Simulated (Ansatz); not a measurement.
Ligand exchange: CH7ClSi2 + GeH2(GeH3)(OH) → CH8OSi2 + GeH2(GeH3)Cl

Species: CH7ClSi2 `C[SiH2][SiH2]Cl`, singlet; GeH2(GeH3)(OH), singlet; CH8OSi2 `C[SiH2][SiH2]O`, singlet; GeH2(GeH3)Cl, singlet. The partners trade Cl for OH: Si–Cl and Ge–OH bonds give way to Si–OH and Ge–Cl.

Shapes, held fixed at every level: PBE0-D4/def2-TZVP. Flexible molecules stand in one conformer, not always the lowest. Programs: Ansatz 0.2.0. Electronic energies: no zero-point or thermal term.

| level | kind | ΔE (kJ/mol) | less CCSD(T)/def2-TZVPP | CPU time (sum over the molecules) |
| --- | --- | --- | --- | --- |
| HF/def2-TZVPP | Hartree–Fock | -47.4 | -8.1 | – |
| r2SCAN-D4/def2-TZVPP | meta-GGA | -39.2 | +0.1 | 66 s |
| wB97M-V/def2-TZVPP | range-separated hybrid | -40.5 | -1.2 | 2.7 min |
| wB97X-V/def2-TZVPP | range-separated hybrid | -39.2 | +0.1 | 1.9 min |
| B2PLYP/def2-TZVPP | double hybrid | -40.6 | -1.3 | 71 s |
| CCSD/def2-TZVPP | coupled cluster or CI | -40.7 | -1.4 | – |
| CCSD(T)/def2-TZVPP | coupled cluster or CI | -39.3 | 0.0 | 27 min |

The highest level, CCSD(T)/def2-TZVPP, gives ΔE = -39.3 kJ/mol; the levels span -47.4 to -39.2. The column of differences is taken from that level and isn't an error. No measured value is set beside it here. Relativity is left out for Ge unless named. Correlated rows may include outer-core shells of Ge, which these sets cover unevenly. Times are processor times on shared x86 and Arm servers, and rough.

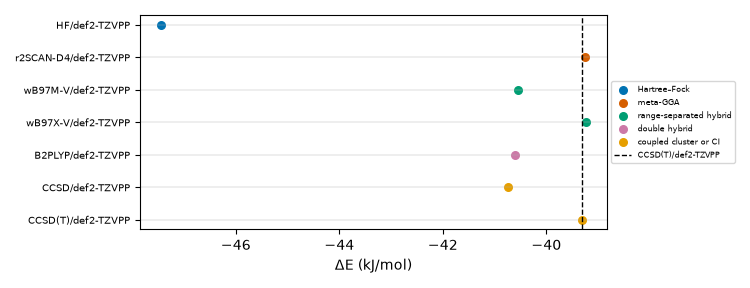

The values of the table, level by level.
